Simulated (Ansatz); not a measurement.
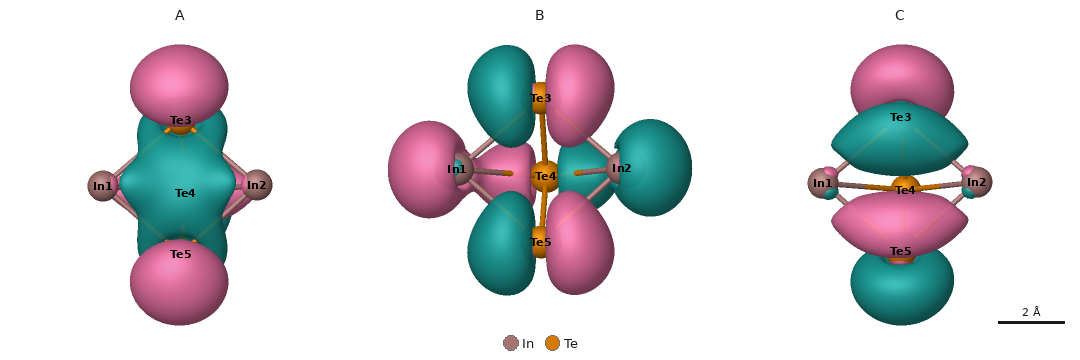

In2Te3. Three frontier orbitals at ±0.06 Å⁻³ᐟ² (teal and pink are the two phases), in no order.

Geometry: r2SCAN-D4/def2-SVP; core potentials replace the inner electrons of In and Te.

Level of theory: Ansatz 0.2.0, RKS PBE0-D4/def2-TZVP.

```xyz
5

In   -2.3303   -0.4811   -0.5033
In    1.9181   -0.2194    1.4792
Te   -0.6332    1.5925    1.1465
Te    0.5474    0.9301   -1.2958
Te    0.4980   -1.8221   -0.8267
```

> Order the three orbitals by energy and name them.

C is the HOMO−1 (−6.14 eV). By Hirshfeld shares it lies mainly on Te3 (about 45 %) and Te5 (about 45 %). B is the HOMO (−5.33 eV). It lies mainly on Te3 (about 30 %), Te5 (about 30 %), In1 (about 15 %), In2 (about 15 %) and Te4 (about 10 %). A is the LUMO (−2.45 eV). By Hirshfeld shares it lies mainly on Te4 (about 35 %), Te3 (about 25 %) and Te5 (about 25 %).

> What is the HOMO–LUMO gap?

2.88 eV between the orbital energies.
